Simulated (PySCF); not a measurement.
LiN₂, charge +1, SMILES `[Li+].N#N`.

Level of theory: B3LYP/def2-TZVP (PySCF), at a geometry from GFN2-xTB. GFN2-xTB bond lengths at metals and heavier atoms can be off by up to 0.1 Å and shapes distorted, which carries into these values.

Coordinates in Å:

```
Li1     -2.0864    0.0006    0.0000
N2       0.9912    0.0005    0.0000
N3      -0.0970   -0.0008    0.0000
```

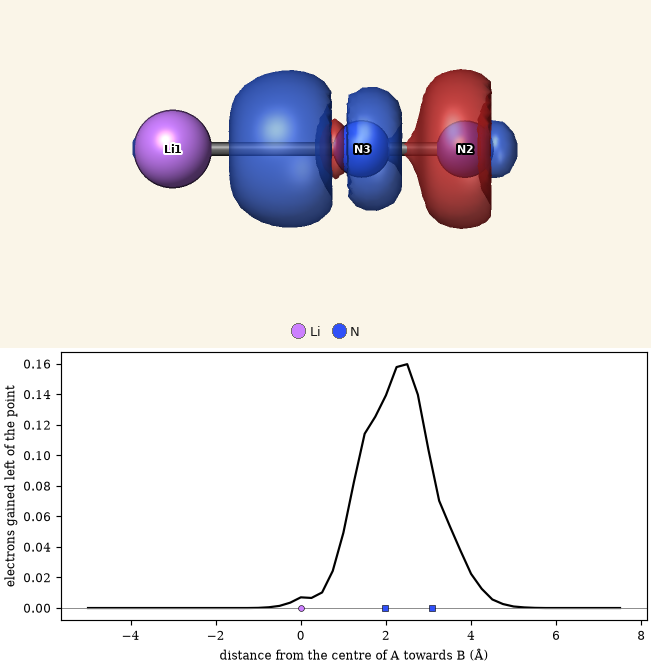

Density of the complex less the densities of the two fragments at the same geometry, ±0.02 e/Å³ (blue: gain, red: loss). Fragment A: Li(+1) (atom 1); fragment B: N2. Below: the charge-displacement curve along the line of centres (A on the left).

**How is the density rearranged on binding?**

Hirshfeld charges show 0.031 e passing from B to A. By Hirshfeld charges, electrons gather most on N3 (−0.106 e) and leave N2 most (+0.137 e); 0.18 e is displaced in all.

**What is the interaction energy, and which contacts carry it?**

The counterpoise-corrected interaction energy of the frozen fragments is −13.5 kcal/mol without dispersion correction and −14.4 kcal/mol with D3(BJ). D3 uses neutral-atom coefficients and tends to overbind metal cations. The pair geometry is semi-empirical, not a minimum at this level. Contacts: Li1···N3, 1.99 Å, ρ = 0.028 a.u. The pose is a local one from a semi-empirical search, not shown to be the most stable.
